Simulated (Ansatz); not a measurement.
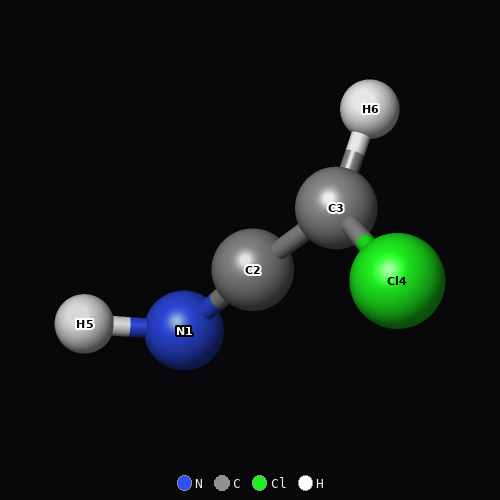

The system is C₂H₂ClN, SMILES N=C=CCl; the picture shows the reference structure. First axis: bond length N1–C2. Second axis: bond length C2–C3. Nothing is relaxed (all other coordinates rigid). The scan uses a 15 × 15 grid. Points are written as (first, second). Energies: kJ/mol, counted from the relaxed molecule at the same level. Theory: RKS CAM-B3LYP-D4/def2-TZVP (Ansatz 0.2.0).

Its coordinates:

```xyz
6

N     1.1475    0.2319   -1.1661
C     0.3549    0.1196   -0.2538
C    -0.3993   -0.0250    0.7989
Cl   -1.1517   -1.5391    1.1659
H     0.7682    0.5173   -2.0667
H    -0.5936    0.7904    1.4756
```

Range: bond length N1–C2 from 1.044 to 1.699 Å; bond length C2–C3 from 1.121 to 1.824 Å.

Question: What will the energy surface look like?

Answer: The lowest grid point is at (1.231 Å, 1.322 Å), 2.4 kJ/mol from the relaxed molecule at the same level. It is the only kind of minimum in the scanned range. The highest grid point, (1.699 Å, 1.824 Å), lies 773 kJ/mol above the lowest. Round the minimum the two coordinates are weakly coupled (coupling 0.05 in units of the two stiffnesses).

| bond length C2–C3 ↓, bond length N1–C2 → | 1.044 | 1.091 | 1.137 | 1.184 | 1.231 | 1.278 | 1.325 | 1.371 | 1.418 | 1.465 | 1.512 | 1.559 | 1.606 | 1.652 | 1.699 |
| --- | --- | --- | --- | --- | --- | --- | --- | --- | --- | --- | --- | --- | --- | --- | --- |
| 1.824 | 489 | 406 | 362 | 346 | 350 | 371 | 403 | 442 | 486 | 534 | 584 | 633 | 682 | 729 | 775 |
| 1.774 | 452 | 368 | 323 | 306 | 310 | 330 | 361 | 400 | 444 | 492 | 541 | 590 | 639 | 686 | 732 |
| 1.724 | 414 | 329 | 283 | 265 | 269 | 288 | 319 | 357 | 401 | 448 | 497 | 547 | 596 | 643 | 689 |
| 1.674 | 375 | 289 | 242 | 224 | 226 | 245 | 276 | 313 | 357 | 404 | 453 | 502 | 551 | 598 | 645 |
| 1.623 | 335 | 248 | 201 | 181 | 183 | 202 | 232 | 269 | 312 | 359 | 408 | 457 | 506 | 553 | 600 |
| 1.573 | 298 | 210 | 161 | 141 | 142 | 160 | 190 | 226 | 270 | 316 | 365 | 414 | 463 | 510 | 557 |
| 1.523 | 262 | 173 | 124 | 103 | 103 | 121 | 150 | 186 | 229 | 275 | 324 | 373 | 422 | 469 | 516 |
| 1.472 | 229 | 140 | 89 | 67 | 67 | 84 | 112 | 148 | 191 | 237 | 285 | 334 | 383 | 430 | 477 |
| 1.422 | 203 | 112 | 61 | 38 | 37 | 53 | 81 | 116 | 159 | 205 | 253 | 302 | 351 | 398 | 444 |
| 1.372 | 184 | 92 | 40 | 16 | 15 | 30 | 57 | 92 | 134 | 180 | 227 | 276 | 325 | 372 | 418 |
| 1.322 | 176 | 83 | 30 | 5 | 2 | 17 | 43 | 78 | 119 | 165 | 212 | 261 | 309 | 356 | 403 |
| 1.271 | 183 | 88 | 34 | 8 | 4 | 18 | 44 | 78 | 119 | 163 | 211 | 259 | 307 | 354 | 400 |
| 1.221 | 209 | 113 | 57 | 30 | 25 | 38 | 63 | 96 | 136 | 181 | 228 | 276 | 324 | 370 | 416 |
| 1.171 | 259 | 162 | 105 | 76 | 71 | 82 | 107 | 139 | 179 | 222 | 269 | 316 | 364 | 410 | 456 |
| 1.121 | 343 | 243 | 185 | 155 | 148 | 159 | 182 | 214 | 253 | 296 | 342 | 389 | 436 | 482 | 528 |

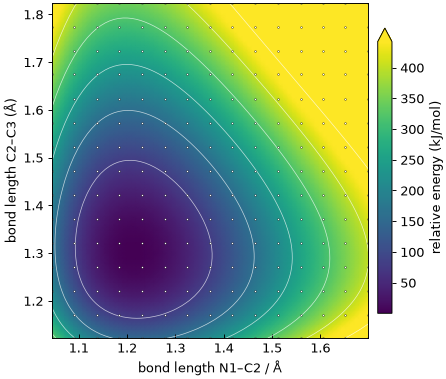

Drawn: a smooth colour map with a few white contour lines, dots at the grid points, one colour for all values above the top of the scale. Between grid points the surface is interpolated.

Time for the 225 points that were run: 32 min on 1 thread of Arm Neoverse N1, on a shared host.
